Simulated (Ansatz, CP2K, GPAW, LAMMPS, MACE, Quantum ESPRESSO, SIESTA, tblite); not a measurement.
# La2O3 with crystalline order left by the classical run (95 atoms) in CP2K

Wanted: CP2K inputs and outputs for La2O3 with crystalline order left by the classical run (95 atoms), checked against a plane-wave reference.

Main program and level: CP2K 2026.2; the method is named at each step.

### Step 1. The structure

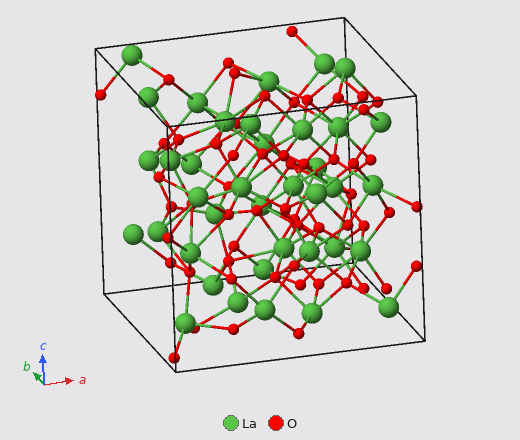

The cell as given, slightly off an axis (lanthanum green, oxygen red). Some periodic images of atoms are drawn too.

The cell holds 95 atoms: 38 La and 57 O. Its edges and angles: a = 12.168 Å, b = 12.168 Å, c = 12.168 Å, α = 90.0°, β = 90.0°, γ = 90.0°. 95 atoms (38 Nd, 57 O) placed at random at 6.31 g/cm³, melted at 5000 K for 10 ps at fixed volume with the Morse and Coulomb pair potential with partial charges (Pedone, Malavasi, Menziani, Cormack and Segre, J. Phys. Chem. B 110, 11780 (2006)). Quenched from 5000 K to 300 K at 20 K/ps and fixed volume, held 5 ps, then minimised at fixed cell. Then Nd was replaced by La and the cell scaled by 1.023 (the potential has no terms for the new elements, so the cell is a start for a DFT relaxation).

The yardstick, on the same geometry:

| Property | Result |
| --- | --- |
| method | Kohn-Sham DFT, PBE, SSSP efficiency 1.3.0 pseudopotentials, plane waves (Quantum ESPRESSO 7.5); sssp-pbe-1.3.0-efficiency, cutoffs 60/480 Ry, Γ point |
| r.m.s. force component | 0.2639 eV/Å |
| longest force | 0.8606 eV/Å |
| pressure | 0.359 GPa |
| gap (highest filled to lowest empty level) | 3.122 eV |
| time | 21 min on 4 MPI ranks of Arm Neoverse V2, shared host |
| CPU time | 83 min |

### Step 2. PBE, DZVP-MOLOPT-SR, 600/50 Ry, OT DIIS

Method: Kohn-Sham DFT, PBE, GTH-PBE pseudopotentials, Gaussian and plane waves, DZVP-MOLOPT-SR-GTH, orbital transformation.

The input, input.inp:

```
&GLOBAL
  PROJECT cell
  RUN_TYPE ENERGY_FORCE
  PRINT_LEVEL LOW
&END GLOBAL
&FORCE_EVAL
  METHOD QS
  STRESS_TENSOR ANALYTICAL
  &DFT
    BASIS_SET_FILE_NAME BASIS_MOLOPT
    BASIS_SET_FILE_NAME BASIS_MOLOPT_UCL
    POTENTIAL_FILE_NAME GTH_POTENTIALS
    &MGRID
      CUTOFF 600
      REL_CUTOFF 50
      NGRIDS 5
    &END MGRID
    &QS
      EPS_DEFAULT 1.0E-12
    &END QS
    &SCF
      SCF_GUESS ATOMIC
      EPS_SCF 1.0E-06
      MAX_SCF 30
      &OT
        MINIMIZER DIIS
        PRECONDITIONER FULL_ALL
        ENERGY_GAP 0.001
      &END OT
      &OUTER_SCF
        EPS_SCF 1.0E-06
        MAX_SCF 8
      &END OUTER_SCF
      &PRINT
        &RESTART OFF
        &END RESTART
      &END PRINT
    &END SCF
    &XC
      &XC_FUNCTIONAL PBE
      &END XC_FUNCTIONAL
    &END XC
    &PRINT
      &MULLIKEN ON
      &END MULLIKEN
      &LOWDIN ON
      &END LOWDIN
      &MO_CUBES
        NHOMO 1
        NLUMO 4
        WRITE_CUBE F
      &END MO_CUBES
    &END PRINT
  &END DFT
  &SUBSYS
    &CELL
      A 12.16777 0.00000 0.00000
      B 0.00000 12.16777 0.00000
      C 0.00000 0.00000 12.16777
    &END CELL
    &COORD
      La 7.64087 3.30623 0.90650
      La 4.58433 0.53477 2.34278
      La 10.63500 2.65306 7.07751
      La 10.85973 1.65506 10.49434
      La 10.21557 6.82819 8.67246
      La 4.59540 5.28836 1.19573
      La 10.41464 4.43832 3.27897
      La 0.95152 5.72250 5.03259
      La 7.21184 6.30327 3.23517
      La 7.69830 4.03982 9.75904
      La 1.20984 11.00867 3.17396
      La 10.39334 8.89878 2.03932
      La 4.45073 3.40965 7.52844
      La 4.49173 9.15552 0.82899
      La 1.51781 3.50359 1.12138
      La 7.26185 9.28291 7.43621
      La 10.54666 10.08343 10.74134
      La 1.39418 8.45039 7.62323
      La 7.29555 8.22383 10.86485
      La 4.35253 7.77715 4.81807
      La 10.48022 11.91164 5.01057
      La 4.65162 2.12632 11.03763
      La 7.49401 5.27205 6.61148
      La 1.60870 11.56790 11.82829
      La 1.52547 2.20091 5.00923
      La 7.39849 2.53844 4.24850
      La 1.36243 4.60173 8.85570
      La 1.17541 7.37671 11.13327
      La 7.58636 11.36640 0.51178
      La 4.35484 11.71124 6.02378
      La 10.68184 0.78969 1.61065
      La 4.54345 6.18877 9.88692
      La 10.19501 8.11310 5.29371
      La 7.43706 1.02976 7.58040
      La 7.33741 10.46842 4.00526
      La 4.39293 10.38872 9.49792
      La 10.29576 5.57089 12.00119
      La 1.51245 0.46639 8.34977
      O 4.78412 7.32390 2.56655
      O 3.50115 2.25298 0.97062
      O 12.11545 0.85174 3.45260
      O 6.38151 1.23333 0.71729
      O 11.57435 4.29656 1.30183
      O 5.60837 8.32105 8.94173
      O 11.24387 6.67463 3.70630
      O 9.28778 3.32277 11.36372
      O 2.91309 0.17607 4.20506
      O 9.39437 1.42582 8.70300
      O 8.82820 10.36864 5.90806
      O 11.56023 9.86392 4.23146
      O 5.97559 11.37321 7.81207
      O 2.21368 7.77338 5.44800
      O 9.61254 0.03906 11.79349
      O 2.51800 5.59717 0.09625
      O 9.12181 2.40739 2.50887
      O 2.73093 9.29131 11.19861
[... 35 atom lines left out ...]
      O 3.23870 0.26185 10.26534
      O 6.21274 2.15284 9.27172
      O 5.93008 10.27945 11.30751
      O 1.96996 4.05710 3.42717
    &END COORD
    &KIND La
      BASIS_SET DZVP-MOLOPT-SR-GTH-q11
      POTENTIAL GTH-PBE-q11
    &END KIND
    &KIND O
      BASIS_SET DZVP-MOLOPT-SR-GTH-q6
      POTENTIAL GTH-PBE-q6
    &END KIND
  &END SUBSYS
  &PRINT
    &FORCES ON
    &END FORCES
    &STRESS_TENSOR ON
    &END STRESS_TENSOR
  &END PRINT
&END FORCE_EVAL
```

Launch:

```
$ OMP_NUM_THREADS=1 mpirun -np 4 cp2k.psmp -i input.inp > output.txt
```

Numbers of over 12 decimals in the logs are rounded to 6 here.

Output:

```text
CP2K| version string:                                       CP2K version 2026.2
 CP2K| Input file name                                                 input.inp
 GLOBAL| Basis set file name                                        BASIS_MOLOPT
 GLOBAL| Potential file name                                      GTH_POTENTIALS
 GLOBAL| Run type                                                   ENERGY_FORCE
 GLOBAL| Total number of message passing processes                             4
 GLOBAL| Number of threads for this process                                    1
 TOTAL NUMBERS AND MAXIMUM NUMBERS
  Total number of            - Atomic kinds:                                   2
                             - Atoms:                                         95
                             - Shell sets:                                    95
                             - Shells:                                       589
                             - Primitive Cartesian functions:                551
                             - Cartesian basis functions:                   1976
                             - Spherical basis functions:                   1729
  Maximum angular momentum of- Orbital basis functions:                        3
                             - Local part of the GTH pseudopotential:          2
                             - Non-local part of the GTH pseudopotential:      3
 SCF PARAMETERS         Density guess:                                    ATOMIC
                        max_scf:                                              30
                        eps_scf:                                        1.00E-06
                        Outer loop SCF in use
                        eps_scf                                         1.00E-06
                        max_scf                                                8
 Extrapolation method: initial_guess
 Number of electrons:                                                        760
[... lines left out ...]
  Step     Update method      Time    Convergence         Total energy    Change
[... lines left out ...]
  Total energy:                                             -2124.389191
[... lines left out ...]
  Step     Update method      Time    Convergence         Total energy    Change
[... lines left out ...]
  Core Hamiltonian energy:                                   1158.429023
  Hartree energy:                                            1877.874933
  Exchange-correlation energy:                               -369.493278
  Total energy:                                             -2124.616494
  outer SCF iter =    2 RMS gradient =   0.45E-02 energy =      -2124.6164943932
  ----------------------------------- OT ---------------------------------------
  Minimizer      : DIIS                : direct inversion
                                         in the iterative subspace
                                         using   7 DIIS vectors
                                         safer DIIS on
  Preconditioner : FULL_ALL            : diagonalization, state selective
  Precond_solver : DEFAULT
  stepsize       :    0.15000000                  energy_gap     :    0.00100000
  eps_taylor     :   0.10000E-15                  max_taylor     :             4
  ----------------------------------- OT ---------------------------------------
  Step     Update method      Time    Convergence         Total energy    Change
[...]
8 OT DIIS     0.15E+00   11.6     0.00000134     -2124.6687191125 -8.76E-07
     9 OT DIIS     0.15E+00   11.6     0.00000078     -2124.6687198679 -7.55E-07
  *** SCF run converged in     9 steps ***
  Electronic density on regular grids:       -760.0000022500       -0.0000022500
  Core density on regular grids:              759.9999999994       -0.0000000006
  Total charge density on r-space grids:       -0.0000022506
  Total charge density g-space grids:          -0.0000022506
  Overlap energy of the core charge distribution:               7.651e-11
  Self energy of the core charge distribution:              -4791.427173
  Core Hamiltonian energy:                                   1159.548878
  Hartree energy:                                            1876.980784
  Exchange-correlation energy:                               -369.771209
  Total energy:                                             -2124.668720
  outer SCF iter =    3 RMS gradient =   0.78E-06 energy =      -2124.6687198679
  outer SCF loop converged in   3 iterations or   69 steps
 !-----------------------------------------------------------------------------!
                     Mulliken Population Analysis
 #  Atom  Element  Kind  Atomic population                           Net charge
       1     La       1          9.916831                              1.083169
       2     La       1          9.800534                              1.199466
       3     La       1          9.855387                              1.144613
[...]
# Total charge                            760.000003                 -0.000003
 !-----------------------------------------------------------------------------!
 LOWDIN POPULATION ANALYSIS
 #  Atom  Element  Kind  Atomic population                           Net charge
[...]
94     O        2          6.791999                             -0.791999
      95     O        2          6.801486                             -0.801486
 # Total charge                            760.000003                 -0.000003
  Eigenvalues of the occupied subspace spin            1
      -0.93344032     -0.93201582     -0.93177105     -0.93088055
      -0.93013785     -0.92922756     -0.92748095     -0.92675098
      -0.92429497     -0.92260800     -0.92058632     -0.91985603
[...]
0.22135414      0.22376827      0.22515926      0.22779451
 Fermi Energy [eV] :    6.198604
  Using OT eigensolver for additional unoccupied orbitals spin            1
  Lowest Eigenvalues of the unoccupied subspace spin            1
 OT| Eigensolver reached convergence in 235 iterations
       0.34130126      0.36042758      0.36335307      0.36810274
 HOMO - LUMO gap [eV] :    3.088676
 ENERGY| Total FORCE_EVAL ( QS ) energy [hartree]          -2124.668721
 FORCES| Atomic forces [hartree/bohr]
 FORCES|   Atom     x               y               z               |f|
 FORCES|      1 -3.19549001E-04 -1.17582154E-02  5.92403401E-03   1.31701146E-02
 FORCES|      2 -1.52669039E-03  1.42408666E-03 -3.94429644E-04   2.12470730E-03
 FORCES|      3 -9.26688199E-04  1.26857124E-02 -1.09783084E-03   1.27668039E-02
[...]
FORCES|     94  2.45761178E-04 -7.52788917E-03  7.74665254E-03   1.08046351E-02
 FORCES|     95 -1.11066339E-02 -8.02810071E-03  4.73607498E-03   1.44995905E-02
 FORCES| Sum    -1.19325328E-03 -1.05387571E-02  9.59326186E-03
 FORCES| Total atomic force                                       1.43010464E-02
 STRESS| Analytical stress tensor [bar]
 STRESS|                        x                   y                   z
 STRESS|      x        6.11203429671E+03   4.75864496882E+03  -5.10565164997E+03
 STRESS|      y        4.75864496882E+03  -6.74878413452E+03   6.77637812409E+03
 STRESS|      z       -5.10565164997E+03   6.77637812409E+03   4.12802837345E+04
 STRESS| 1/3 Trace                                             1.35478446322E+04
```

The job ended after 14 min (4 MPI ranks of Arm Neoverse V2, shared host; peak memory 7.1 GiB).

Banners, paths, timers and routine set-up lines are dropped from the logs unmarked, and long logs keep their key lines alone; longer cuts are marked.

Against the reference:

```yaml
r_m_s_force_component: 0.2785 eV/Å
r_m_s_difference_of_force_components: 45.97 meV/Å
longest_difference_of_force_vectors: 167.4 meV/Å
force_difference_over_r_m_s_force: 17.42 %
slope_of_forces_against_the_reference_s: 1.042
correlation_of_force_components: 0.9871
spacing_of_highest_filled_and_lowest_empty_level: 3.089 eV
gap_difference: -0.0335 eV
pressure: 1.355 GPa
pressure_difference: 0.9958 GPa
```

Length of the force difference by element (eV/Å):

```
element  atoms   mean   most
     La     38  0.047  0.099
      O     57  0.090   0.17
```

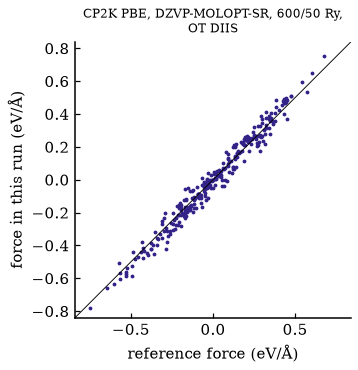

Force components against those of the reference; the line marks equality.

The surroundings of La26, which bears the longest force, nearest first, numbered as they follow in the input and with coordinates relative to it.

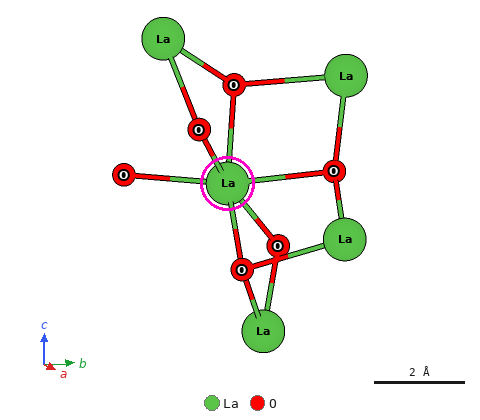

The atoms of the table, within 3.7 Å (arrows a, b, c point along x, y, z); some may hide others; the central atom is ringed.

```
atom      x      y      z  distance (Å)  bonds  Mulliken charge (e)     Fx     Fy  Fz (eV/Å)
La26   0.00   0.00   0.00          0.00      6                 1.15  -0.48  -0.78      -0.04
 O67  -0.97   0.42   2.10          2.35      4                -0.75   0.33  -0.07       0.24
 O77   1.61  -1.10   1.45          2.43      4                -0.77  -0.12   0.26       0.21
 O80  -1.32  -2.05   0.11          2.44      4                -0.79  -0.38  -0.28       0.00
 O55   1.72  -0.13  -1.74          2.45      4                -0.77   0.13   0.26       0.36
 O90   1.11   2.18   0.33          2.47      4                -0.74  -0.66   0.21      -0.21
 O74  -1.28   1.53  -1.62          2.57      4                -0.75   0.27   0.22      -0.07
 La1   0.24   0.77  -3.34          3.44      6                 1.08  -0.02  -0.60       0.30
La23   0.10   2.73   2.36          3.61      6                 1.08   0.05   0.51      -0.07
La34   0.04  -1.51   3.33          3.66      5                 1.12   0.07  -0.03       0.36
 La7   3.02   1.90  -0.97          3.69      6                 1.16   0.47  -0.15       0.00
```

Forces lie 17 % from the reference's, at 0.68 times its CPU time; the SCF took 69 steps, which the time reflects.

The forces add up to 0.74 eV/Å instead of zero, usually a sign of too coarse a grid.

[end of part 1 of 2]

[Also dropped from logs without a mark: logging warnings of Python, and SIESTA's first energy breakdown and zero terms.]

[Logs are printed without paths, hosts, clocks, repeated set-up lines and the standing remarks that a program may print on its own settings, such as how far it seeks lower states.]

[Hosts, paths, dates, database ids (printed as entryN), source tags and the programs' standing remarks are cut or masked in the printed files.]
